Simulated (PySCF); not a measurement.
F₄LiSi, charge +1, SMILES `[Li+].F[Si](F)(F)F`.

Level of theory: PBE0/def2-SVP (PySCF), at a geometry from GFN2-xTB. The pair's geometry is semi-empirical, so its contact may be too short or too long. GFN2-xTB bond lengths at metals and heavier atoms can be off by up to 0.1 Å and shapes distorted, which carries into these values. Without diffuse functions Rydberg states are missing, so the states' numbers hold for this basis only.

Coordinates in Å:

```
Li1     -3.0967    0.0018    0.0342
F2       0.6423   -1.5081    0.0910
Si3      0.2968    0.0000    0.0012
F4       0.6598    0.8373    1.2524
F5      -1.3542   -0.0004    0.0026
F6       0.6227    0.6705   -1.3592
```

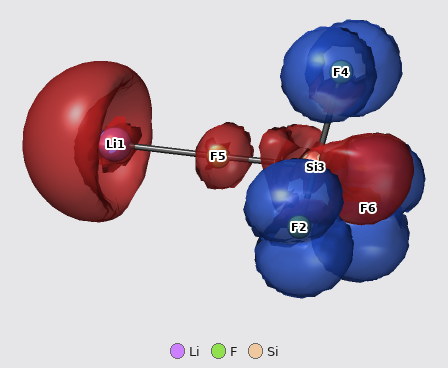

Unrelaxed difference density of S₁ less the ground state (TDA singlet states), ±0.015 e/Å³; red: gain, blue: loss.

Question: How does the charge move on excitation?

Answer: 0.90 e is displaced in all, mostly between regions of the same atoms. The state: 10.44 eV (119 nm), f = 0.000 (dark), partly diffuse acceptor orbital, which a basis without diffuse functions describes poorly; the leading pair carries 100 %; hole on F2 and F6 (32 % each), F4 (30 %) and Si3 (6 %), electron on Li1 (60 %), Si3 (20 %) and F5 (7 %) (atom shares of so diffuse an orbital are rough); their centroids lie 2.7 Å apart.
